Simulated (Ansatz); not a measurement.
Relaxed SiO2 (rutile):

```
SiO2
1.0
    4.23588     0.00000     0.00000
    0.00000     4.23588     0.00000
    0.00000     0.00000     2.68991
Si O
2 4
Direct
  0.50000   0.50000   0.50000
  0.00000   0.00000   0.00000
  0.80699   0.80699   0.50000
  0.30699   0.69301   0.00000
  0.69301   0.30699   0.00000
  0.19301   0.19301   0.50000
```

A phonon eigenvector at Γ is frozen into this cell: atom i moves by Q times the vector below, so Q is the largest atomic displacement, in Å. The cell is held.

```tsv
atom	x	y	z
Si1	0.000	0.000	0.495
Si2	0.000	0.000	-0.495
O3	0.000	0.000	1.000
O4	0.000	0.000	-1.000
O5	0.000	0.000	-1.000
O6	0.000	0.000	1.000
```

The numbers are results of PBE (plane waves to 420 eV, PAW, scalar-relativistic; Ansatz, an electronic-structure program), not measurements. k mesh 8×8×12 (Γ-centred), Fermi-Dirac smearing 0.05 eV. Energies are smeared free energies. SiO2 was relaxed with its symmetry unable to fall. The PAW data are Ansatz's earlier set. ΔE is measured from the undisplaced structure.

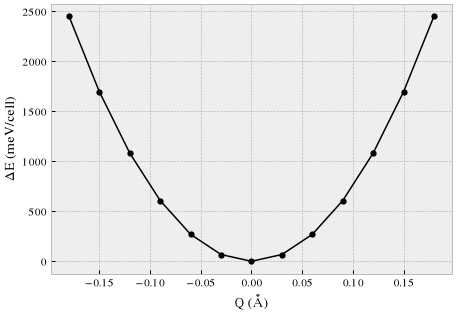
Figure: ΔE (meV/cell) against Q (Å); computed points joined by lines.

Problem. What is the energy change at Q = 0.180 Å?

Solution. About 2500 meV/cell.

Problem. What harmonic wavenumber does the curvature at Q = 0 give?

Solution. About 720 cm⁻¹.

(A displaced cell: forces are minus the slopes of the energy, force constants its curvatures, and phonons follow from these.)
